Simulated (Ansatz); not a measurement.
## Response to strain in TiO2

The parent structure is TiO2 in the anatase structure (space group I4_1/amd, No. 141; a = 3.799 Å, c = 9.701 Å). Axes: x, y, z lie along a, b, c of the conventional cell.

Strains are applied to the cell and any free atomic positions relax; under biaxial strain the out-of-plane vector relaxes too.

Method: Kohn–Sham DFT with the PBE functional, run in Ansatz (a quantum-chemistry and plane-wave program) with PAW and 420 eV plane waves, no spin-orbit coupling.

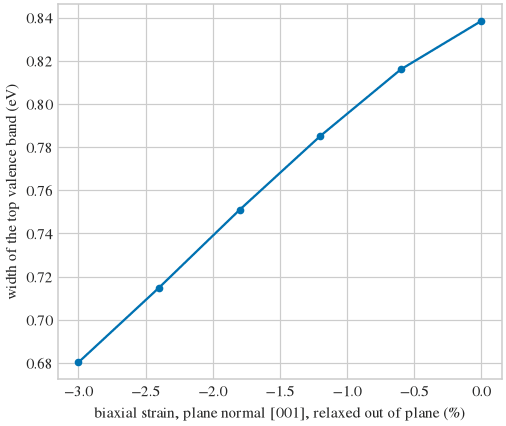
Figure: Width of the top valence band against biaxial strain, plane normal [001], relaxed out of plane

| biaxial strain, plane normal [001], relaxed out of plane (%) | width of the top valence band |
|---|---|
| -3 | 0.68 eV |
| -2.4 | 0.71 eV |
| -1.8 | 0.75 eV |
| -1.2 | 0.79 eV |
| -0.6 | 0.82 eV |

The levels and masses belong to the bands next to the band gap. No phonon test of stability was made. All final runs are without spin polarisation.
